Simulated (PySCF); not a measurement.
# Cd⁺: dipole response in aug-cc-pVTZ-PP plus 1 even-tempered diffuse shell per l with ECP28

Aim: the static polarisability and the C₆ coefficient of Cd⁺, method by method.

Method: unrestricted determinants in a Gaussian basis, no spin-orbit coupling in the energies. Code: PySCF 2.14.0.

## (1) The atom as given

```
Element     : cadmium (Z = 48)
Basis       : aug-cc-pVTZ-PP with one added diffuse shell each of s, p, d, f, g type with ECP28MDF (7s7p6d4f3g, 113 functions)
Hamiltonian : scalar relativity through the core potential
State 1     : Cd⁺: [Kr] 4d9 5s1 5p1, one real determinant (an excited configuration)
Methods     : UHF, PBE, PBE0
```

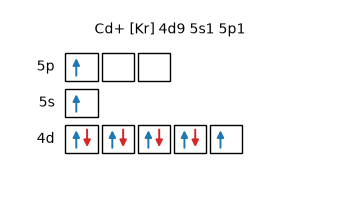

The shells outside the core, filled by Hund's rule for the drawing.

The runs were made by one driver on top of PySCF. The scripts below sum up each run's settings (the driver also hands on starting orbitals that pick excited configurations, and frozen orbitals as a list rather than a count), and the logs come from the driver's own runs. The driver starts from symmetry-adapted Hartree-Fock orbitals, holds the occupation by maximum overlap and uses a logarithmic radial grid for functionals, so a plain start would take other cycles.

The integrals over 113 functions and the set-up took 1.4 s of CPU time.

## (2) Cd⁺ [Kr] 4d9 5s1 5p1

**UHF**

Input file input.py:

```python
from pyscf import gto, scf, dft, mp, cc
import basis_set_exchange as bse
txt = bse.get_basis("aug-cc-pVTZ-PP", elements=["Cd"], fmt="nwchem", header=False, augment_diffuse=1)
cut = txt.index("\nECP")
mol = gto.M(atom="Cd 0 0 0", charge=1, spin=3, symmetry="D2h",
            basis=gto.basis.parse(txt[:cut]),
            ecp={"Cd": gto.basis.parse_ecp(txt[cut:])})
mf = scf.UHF(mol)
mf.irrep_nelec = {'Ag': (4, 2), 'B1g': (1, 1), 'B2g': (1, 1), 'B3g': (1, 1), 'B1u': (2, 1), 'B2u': (1, 1), 'B3u': (1, 1)}
mf.kernel()
```

Log:

```text
damping factor = 0
level_shift factor = 0
DIIS = <class 'pyscf.scf.diis.CDIIS'>
diis_start_cycle = 1
diis_space = 10
diis_damp = 0
SCF conv_tol = 1e-09
SCF conv_tol_grad = None
number electrons alpha = 11  beta = 8
cycle= 1 E= -166.118737294987  delta_E= -0.00922  |g|= 0.0378  |ddm|= 0.0661
cycle= 2 E= -166.11929806254  delta_E= -0.000561  |g|= 0.00944  |ddm|= 0.022
cycle= 3 E= -166.119360187675  delta_E= -6.21e-05  |g|= 0.00128  |ddm|= 0.0116
cycle= 4 E= -166.119362070903  delta_E= -1.88e-06  |g|= 0.00036  |ddm|= 0.00287
cycle= 5 E= -166.119362145995  delta_E= -7.51e-08  |g|= 7.79e-05  |ddm|= 0.000588
cycle= 6 E= -166.119362149391  delta_E= -3.4e-09  |g|= 1.35e-05  |ddm|= 0.00016
cycle= 7 E= -166.119362149661  delta_E= -2.71e-10  |g|= 1.82e-06  |ddm|= 6.38e-05
converged SCF energy = -166.119362149661  <S^2> = 3.7529095  2S+1 = 4.0014545
```

CPU time 38 s on a shared host, the integrals not counted.

Orbital energies by shell (radii are means over both spins):

```tsv
shell	electrons	mean orbital energy (eV)	spread (eV)	rms radius (bohr)
4s α	1	-147.83	0	0.942
4s β	1	-145.03	0	0.942
4p α	3	-102.17	1.978	1.03
4p β	3	-99.082	2.083	1.03
4d α	5	-34.927	2.025	1.32
4d β	4	-33.431	0.911	1.32
5s α	1	-19.793	0	2.78
5p α	1	-13.291	0	3.34
```

⟨S²⟩ = 3.753, ⟨L²⟩ = 8.06.

The driver then solved the coupled dipole response at imaginary frequencies: mean α = 30.28 bohr³ (xx, yy, zz: 30.50, 30.50, 29.83), C₆ = 222.0 au for a like pair.

⟨L²⟩ = 8.06 against 12 for a pure F term, so this real determinant mixes terms. Energies and moments cover only the electrons outside the core potential.

**PBE**

Changes to input.py:

```diff
@@ -7,3 +7,3 @@
             ecp={"Cd": gto.basis.parse_ecp(txt[cut:])})
-mf = scf.UHF(mol)
+mf = dft.UKS(mol, xc="PBE")
 mf.irrep_nelec = {'Ag': (4, 2), 'B1g': (1, 1), 'B2g': (1, 1), 'B3g': (1, 1), 'B1u': (2, 1), 'B2u': (1, 1), 'B3u': (1, 1)}
```

Log:

```text
damping factor = 0
level_shift factor = 0
DIIS = <class 'pyscf.scf.diis.CDIIS'>
diis_start_cycle = 1
diis_space = 10
diis_damp = 0
SCF conv_tol = 1e-09
SCF conv_tol_grad = None
number electrons alpha = 11  beta = 8
XC functionals = PBE
    J. P. Perdew, K. Burke, and M. Ernzerhof.,  Phys. Rev. Lett. 77, 3865 (1996)
    J. P. Perdew, K. Burke, and M. Ernzerhof.,  Phys. Rev. Lett. 78, 1396 (1997)
    J. P. Perdew, K. Burke, and M. Ernzerhof.,  Phys. Rev. Lett. 77, 3865 (1996)
    J. P. Perdew, K. Burke, and M. Ernzerhof.,  Phys. Rev. Lett. 78, 1396 (1997)
cycle= 1 E= -166.911302520768  delta_E= -0.0099  |g|= 0.0629  |ddm|= 0.239
cycle= 2 E= -166.911262389176  delta_E= 4.01e-05  |g|= 0.0649  |ddm|= 0.0858
cycle= 3 E= -166.912124336296  delta_E= -0.000862  |g|= 0.00357  |ddm|= 0.0343
cycle= 4 E= -166.912126587024  delta_E= -2.25e-06  |g|= 0.000148  |ddm|= 0.00301
cycle= 5 E= -166.91212659279  delta_E= -5.77e-09  |g|= 3.15e-05  |ddm|= 0.000265
cycle= 6 E= -166.91212659307  delta_E= -2.8e-10  |g|= 1.88e-06  |ddm|= 4.46e-05
converged SCF energy = -166.91212659307  <S^2> = 3.7508992  2S+1 = 4.0004496
```

CPU time 26 s on a shared host, the integrals not counted.

The driver then solved the coupled dipole response at imaginary frequencies: mean α = 29.04 bohr³ (xx, yy, zz: 27.12, 27.12, 32.87), C₆ = 212.1 au for a like pair.

**PBE0**

Changes to input.py:

```diff
@@ -7,3 +7,3 @@
             ecp={"Cd": gto.basis.parse_ecp(txt[cut:])})
-mf = dft.UKS(mol, xc="PBE")
+mf = dft.UKS(mol, xc="PBE0")
 mf.irrep_nelec = {'Ag': (4, 2), 'B1g': (1, 1), 'B2g': (1, 1), 'B3g': (1, 1), 'B1u': (2, 1), 'B2u': (1, 1), 'B3u': (1, 1)}
```

Log:

```text
damping factor = 0
level_shift factor = 0
DIIS = <class 'pyscf.scf.diis.CDIIS'>
diis_start_cycle = 1
diis_space = 10
diis_damp = 0
SCF conv_tol = 1e-09
SCF conv_tol_grad = None
number electrons alpha = 11  beta = 8
XC functionals = PBE0
    C. Adamo and V. Barone.,  J. Chem. Phys. 110, 6158 (1999)
    M. Ernzerhof and G. E. Scuseria.,  J. Chem. Phys. 110, 5029 (1999)
cycle= 1 E= -166.911922494103  delta_E= -0.00762  |g|= 0.0369  |ddm|= 0.184
cycle= 2 E= -166.91208055997  delta_E= -0.000158  |g|= 0.0255  |ddm|= 0.0627
cycle= 3 E= -166.912208698298  delta_E= -0.000128  |g|= 0.00383  |ddm|= 0.0127
cycle= 4 E= -166.91221163351  delta_E= -2.94e-06  |g|= 0.000283  |ddm|= 0.00525
cycle= 5 E= -166.912211657317  delta_E= -2.38e-08  |g|= 1.44e-05  |ddm|= 0.00108
cycle= 6 E= -166.912211657407  delta_E= -8.95e-11  |g|= 2.72e-06  |ddm|= 6.93e-05
converged SCF energy = -166.912211657407  <S^2> = 3.7511523  2S+1 = 4.0005761
```

CPU time 56 s on a shared host, the integrals not counted.

The driver then solved the coupled dipole response at imaginary frequencies: mean α = 28.88 bohr³ (xx, yy, zz: 27.54, 27.54, 31.56), C₆ = 210.5 au for a like pair.

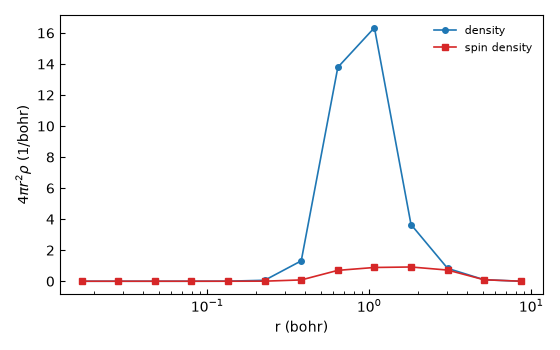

Radial density 4πr²ρ of Cd⁺ at UHF, the electrons outside the core potential, at 13 stored radii joined by straight lines.

## (3) The response side by side

Cd⁺ [Kr] 4d9 5s1 5p1, in atomic units:

```tsv
method	mean α	C₆ (like pair)	S(−4)
UHF	30.28	222.0	399.9
PBE	29.04	212.1	374.7
PBE0	28.88	210.5	364.2
```

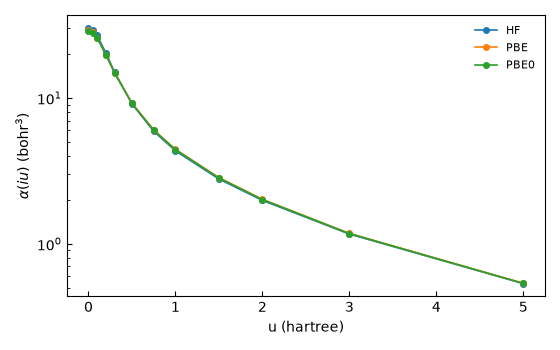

α(iu) of Cd⁺ [Kr] 4d9 5s1 5p1, the polarisability at imaginary frequency, on a logarithmic scale.

## (4) What came out

| quantity | value |
| --- | --- |
| α of Cd⁺ [Kr] 4d9 5s1 5p1 | 28.88 (PBE0) to 30.28 (UHF) bohr³ |

What this shows: A single London oscillator with the computed α and C₆ of Cd⁺ [Kr] 4d9 5s1 5p1 at UHF would have ω = 4 C₆ / (3 α²) = 0.323 hartree. The basis is finite, and no extrapolation was made.
